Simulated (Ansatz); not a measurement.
# [BH4]− (borohydride) at MP2/6-31G

What is the energy change on altering one bond length of [BH4]− (borohydride) at MP2/6-31G? 

The calculation is run with Ansatz 0.2.0.

5 further runs of the same task are left out: 4 that didn't finish, 1 set aside as unsound or not needed.

## Step 1: The structure to begin with

[BH4]−: 5 atoms, total charge -1, spin state singlet. SMILES: `[BH4-]`. The coordinates come from a GFN2-xTB relaxation.

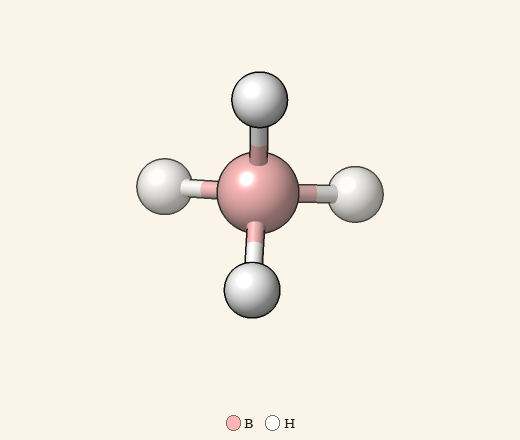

Viewed from a chosen angle; boron pink, hydrogen white.

## Step 2: A single-point energy at MP2/6-31G

Contents of input.yaml:

```yaml
crystal:
  periodic: [false, false, false]
  atoms:
    - symbol: B
      position_ang: [0.000100, 0.000170, -0.000110]
    - symbol: H
      position_ang: [0.683660, 0.997010, 0.217690]
    - symbol: H
      position_ang: [0.726340, -0.988490, -0.067070]
    - symbol: H
      position_ang: [-0.600410, 0.139700, -1.063360]
    - symbol: H
      position_ang: [-0.809690, -0.148380, 0.912850]
basis:
  gaussian:
    orbitals: 6-31G
total_charge: -1
correlation:
  method: mp2
  frozen_orbitals: {B: 1, H: 0}
accuracy: high
```

Started as:

```
ansatz run input.yaml --threads 1 --pin off --max-ram 2610MiB --events-out events.jsonl --progress --plain --runs-dir runs
```

What it wrote:

```text
Warning: RAYON_NUM_THREADS=1 ignored (pool sized by the plan → 1); use --threads N
Functional definition: HF
  name "HF"
  exchange = exact_x
  correlation = 0
414 factors; integrals over basis functions are off by at most 3.1e-9 eV
mean field evaluation 1: about -732.8920 eV, gradient 1.0e1 eV
mean field evaluation 2: about -732.8914 eV, gradient 1.0e1 eV
mean field evaluation 4: about -733.3904 eV, gradient 5.4e-1 eV
mean field evaluation 8: about -733.3916 eV, gradient 4.5e-8 eV
mean field -733.39155240 eV, -26.9516424400 hartree, gradient 1.2e-8 eV, S^2 0.000000; 0 other end points of the search recorded, 0 dependent functions left out
1 core orbitals not correlated: weight in the atoms' cores, before any rotation towards them, 1.000 or more for the frozen orbitals, at most 0.000 for the correlated occupied ones
reference -733.39155240 eV, -26.9516424400 hartree; 4, 4 occupied and 12, 12 virtual orbitals, 414 factors
second order -2.09465279 eV of doubles, -0.00000000 eV of singles
Total energy: -735.48620519 eV, -27.0286195103 hartree
```

It took 0.16 s on 1 thread of Intel Xeon Platinum 8259CL at 2.50GHz (Skylake/Cascade Lake), shared host.

## Step 3: The distorted shape

Contents of job.yaml:

```yaml
crystal:
  periodic: [false, false, false]
  atoms:
    - {symbol: B, position_ang: [-0.170789, -0.249038, -0.054560]}
    - {symbol: H, position_ang: [0.683660, 0.997010, 0.217690]}
    - {symbol: H, position_ang: [0.555451, -1.237698, -0.121520]}
    - {symbol: H, position_ang: [-0.771299, -0.109508, -1.117810]}
    - {symbol: H, position_ang: [-0.980579, -0.397588, 0.858400]}
basis:
  gaussian:
    orbitals: 6-31G
total_charge: -1
magnetization:
  spin_polarized: false
correlation:
  method: mp2
  frozen_orbitals: {B: 1, H: 0}
accuracy: high
```

Started as:

```
ansatz run job.yaml --threads 1 --pin off --max-ram 2610MiB --events-out events.jsonl --progress --plain --runs-dir runs
```

What it wrote:

```text
Warning: RAYON_NUM_THREADS=1 ignored (pool sized by the plan → 1); use --threads N
[... 4 set-up lines as earlier in the session ...]
413 factors; integrals over basis functions are off by at most 3.8e-9 eV
mean field evaluation 1: about -732.3360 eV, gradient 1.1e1 eV
mean field evaluation 2: about -732.3334 eV, gradient 1.1e1 eV
mean field evaluation 4: about -732.9144 eV, gradient 7.3e-1 eV
mean field evaluation 8: about -732.9168 eV, gradient 2.2e-7 eV
mean field -732.91678977 eV, -26.9341952352 hartree, gradient 7.2e-8 eV, S^2 0.000000; 0 other end points of the search recorded, 0 dependent functions left out
1 core orbitals not correlated: weight in the atoms' cores, before any rotation towards them, 1.000 or more for the frozen orbitals, at most 0.000 for the correlated occupied ones
reference -732.91678977 eV, -26.9341952352 hartree; 4, 4 occupied and 12, 12 virtual orbitals, 413 factors
second order -2.10626822 eV of doubles, -0.00000000 eV of singles
Total energy: -735.02305799 eV, -27.0115991646 hartree
```

Wall time 0.16 s (1 thread of Intel Xeon Platinum 8259CL at 2.50GHz (Skylake/Cascade Lake), shared host).

## Step 4: Summary of results

Level: MP2/6-31G, 1 core orbital frozen.

| quantity | value |
| --- | --- |
| first shape: total energy | -27.02862 Eh |
| first shape: correlation energy (1 core orbital frozen) | -77.0 mEh |
| distorted shape: total energy | -27.01160 Eh |
| distorted shape: correlation energy (1 core orbital frozen) | -77.4 mEh |
| energy change with the B1–H2 bond stretched from 1.228 to 1.535 Å | 0.463 eV |

What this shows: With the B1–H2 bond stretched from 1.228 to 1.535 Å the energy rises by 0.46 eV (10.7 kcal/mol). The first shape isn't relaxed at this level, so the change isn't measured from a minimum.
